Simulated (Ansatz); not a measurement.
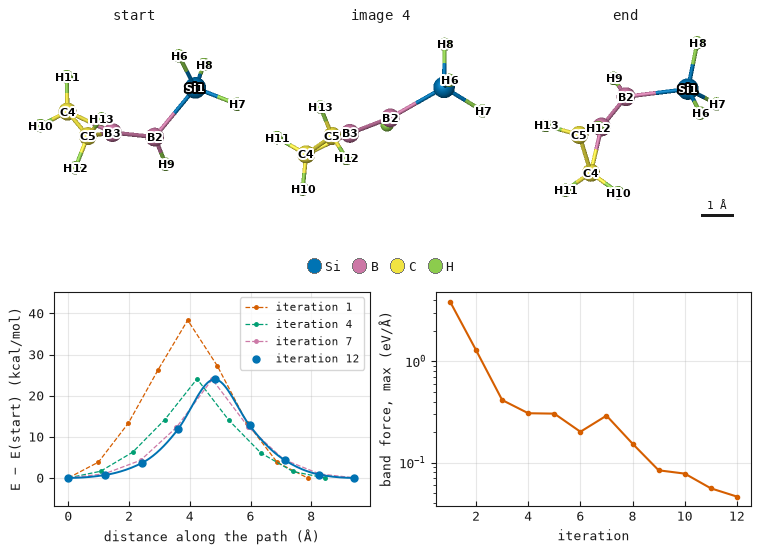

A nudged-elastic-band calculation for C2H8B2Si. Images are numbered from 0 (start) to 8 (end). The plot follows the band through its iterations. A ball-and-stick model, seen from a free direction.

Computed with Ansatz, RKS r2SCAN-D4/def2-SVP.

The input:
```yaml
crystal:
  periodic: [false, false, false]
  atoms:
    - { symbol: Si, position_ang: [-2.188315, -0.121817, 0.664275] }
    - { symbol: B, position_ang: [-0.537815, 1.042301, 0.799946] }
    - { symbol: B, position_ang: [0.686162, 0.411623, 0.016788] }
    - { symbol: C, position_ang: [1.439625, 0.089777, -1.326819] }
    - { symbol: C, position_ang: [1.851861, -0.639948, -0.093546] }
    - { symbol: H, position_ang: [-1.986239, -1.367579, -0.143113] }
    - { symbol: H, position_ang: [-2.64229, -0.542132, 2.030092] }
    - { symbol: H, position_ang: [-3.306004, 0.6479, 0.026275] }
    - { symbol: H, position_ang: [-0.619946, 2.063907, 1.436149] }
    - { symbol: H, position_ang: [2.087184, 0.881669, -1.720659] }
    - { symbol: H, position_ang: [0.865034, -0.439043, -2.095828] }
    - { symbol: H, position_ang: [2.793471, -0.367187, 0.397127] }
    - { symbol: H, position_ang: [1.577872, -1.694269, 0.024114] }
basis:
  gaussian: { orbitals: def2-SVP }
hamiltonian:
  xc: r2scan
  dispersion: d4
neb:
  order_check: false
  images: 7
  f_tol: 0.05
  max_iterations: 43
  initial_path: idpp
  final_atoms:
    - { symbol: Si, position_ang: [-2.1865266, -0.12266927, 0.66620071] }
    - { symbol: B, position_ang: [-0.53722428, 1.0425082, 0.80089478] }
    - { symbol: B, position_ang: [0.68705722, 0.41184851, 0.01831467] }
    - { symbol: C, position_ang: [1.85428325, -0.63733129, -0.09493655] }
    - { symbol: C, position_ang: [1.43526416, 0.08797571, -1.32834492] }
    - { symbol: H, position_ang: [-1.98272357, -1.3727158, -0.13456707] }
    - { symbol: H, position_ang: [-2.6411291, -0.53610609, 2.03404535] }
    - { symbol: H, position_ang: [-3.30571246, 0.64085633, 0.02364241] }
    - { symbol: H, position_ang: [-0.62227503, 2.06720089, 1.43193608] }
    - { symbol: H, position_ang: [1.58417649, -1.69230701, 0.02820307] }
    - { symbol: H, position_ang: [2.79788548, -0.36059376, 0.38995649] }
    - { symbol: H, position_ang: [0.85782643, -0.44347173, -2.09342392] }
    - { symbol: H, position_ang: [2.07969799, 0.88000732, -1.72712011] }
```

Command:
```bash
ansatz run input.yaml --threads 2 --pin off --max-ram 3072MiB --backend cpu --events-out ev --progress --plain --runs-dir out
```

**Judge this run.**

The run is converged, with reservations. The band converged in 12 iterations. The largest component of the band force went from 3.9 to 0.046 eV/Å. The climbing image converged on the top of the path. Its vibrational analysis gives 2 imaginary modes over 30i cm⁻¹, so it isn't confirmed as a transition state. The first iteration put the highest image at 38.4 kcal/mol. The two ends have the same energy, and the highest point, image 4, lies 24.0 kcal/mol above the start.

Cost: 6.1 min on 2 threads of Arm Neoverse V1, on a shared host, peak memory 0.17 GiB.
